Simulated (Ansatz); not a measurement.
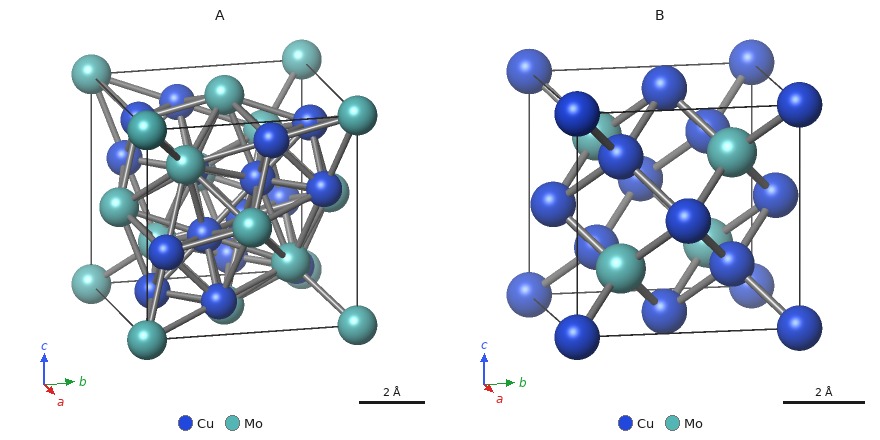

Two structures of Cu2Mo, each relaxed to rest (conventional cells in solid outline, small ones repeated, not to one scale). Method: DFT PBE, scalar-relativistic, plane waves, PAW in Ansatz, without spin polarisation.

> What structure does each panel show?

A: cubic Laves phase (C15, MgCu₂ type), Fd-3m. B: 12 atoms a cell on a face-centred cubic lattice, F-43m.

> A or B: which is lower in energy?

A is lower, by 518 meV/atom at this level of theory (energies at zero smearing). Volumes: A 13.0, B 14.9 Å³/atom.

One or both may be structure types tried for this composition rather than known phases.
